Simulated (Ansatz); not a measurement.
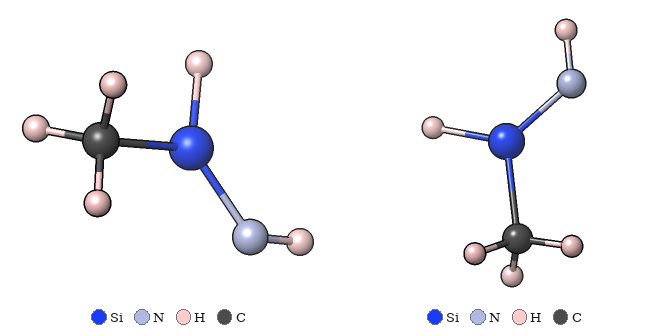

Both panels show the same species.

The computed structure is the end point of a PBE0-D4/def2-TZVP optimisation.

Which formula does it have?

CH5NSi, 8 atoms: 1 carbon, 5 hydrogen, 1 nitrogen and 1 silicon.

How many sets of symmetry-equivalent atoms are there?

7: 1 Si, 1 N, 1 H, 1 C, 1 H, 2 H, 1 H.

Count the bonded pairs by element.

3 C–H, 1 N–Si, 1 C–Si, 1 N–H, 1 Si–H. Sticks follow a distance rule.

What is the point group of this geometry?

Cs.

More results for the same structure follow; atom numbers are the same in all pictures, views and colours differ.

**Dipole moment**

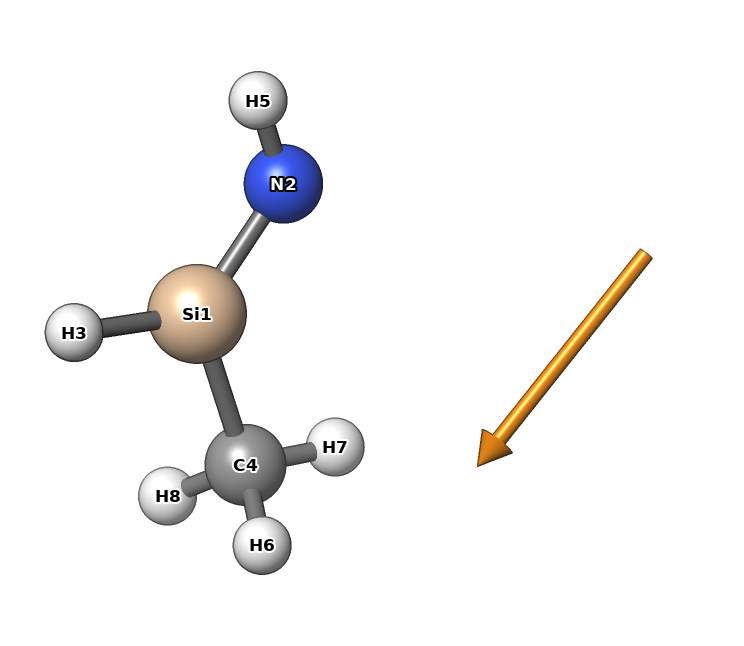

The arrow beside the molecule shows the direction of the dipole moment, from the negative to the positive end (its length means nothing). Method: RKS PBE0-D4/def2-TZVP (Ansatz 0.2.0).

How large is the dipole moment?

2.69 D; it points from the side of H5 to the side of H6, H8 (the outermost atoms at the two ends).

**Charges**

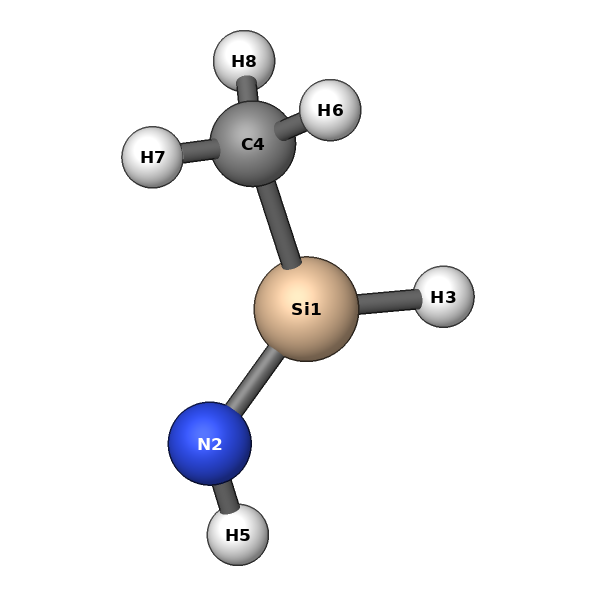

The questions are on Mulliken charges. Method: RKS PBE0-D4/def2-TZVP (Ansatz 0.2.0).

Which atom carries the highest charge (most positive or least negative)?

Si1 (0.39 e).

And the lowest?

N2 (−0.56 e).

Give the Mulliken charges atom by atom.

```
atom  value (e)
 Si1       0.39
  N2      −0.56
  H3      −0.02
  C4      −0.49
  H5       0.22
  H6       0.15
  H7       0.17
  H8       0.15
```

**Thermal motion**

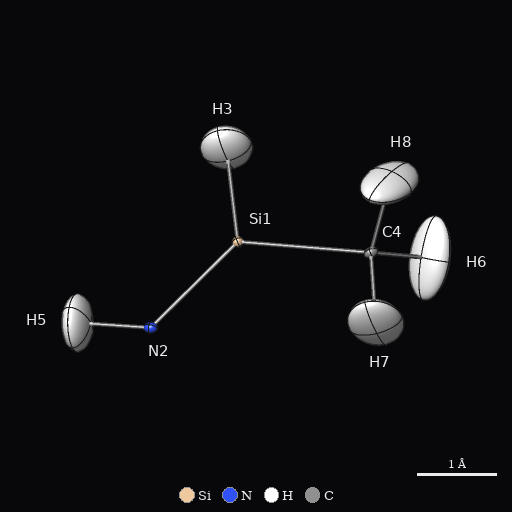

Displacement ellipsoids at the 50 % level, enlarged 1.5 times, from the internal vibrations of the free molecule (harmonic, no overall translation or rotation; no half-axis is drawn under 0.075 Å). Vibrations computed with RKS PBE0-D4/def2-TZVP (Ansatz 0.2.0). Temperature: 0 K (zero-point motion alone).

Give the displacement parameters, one line for each set of equivalent atoms.

```json
{"atom": "Si1", "U_eq (Å²)": "0.00052", "rms amplitudes (Å)": "0.017, 0.023, 0.027"}
{"atom": "N2", "U_eq (Å²)": "0.0011", "rms amplitudes (Å)": "0.028, 0.030, 0.040"}
{"atom": "H3", "U_eq (Å²)": "0.0189", "rms amplitudes (Å)": "0.090, 0.141, 0.169"}
{"atom": "C4", "U_eq (Å²)": "0.00097", "rms amplitudes (Å)": "0.021, 0.029, 0.040"}
{"atom": "H5", "U_eq (Å²)": "0.0189", "rms amplitudes (Å)": "0.076, 0.158, 0.161"}
{"atom": "H6, H8", "U_eq (Å²)": "0.0263", "rms amplitudes (Å)": "0.075, 0.136, 0.234"}
{"atom": "H7", "U_eq (Å²)": "0.0229", "rms amplitudes (Å)": "0.075, 0.150, 0.202"}
```

Mulliken values depend strongly on the basis set and can even reverse the polarity of a bond.
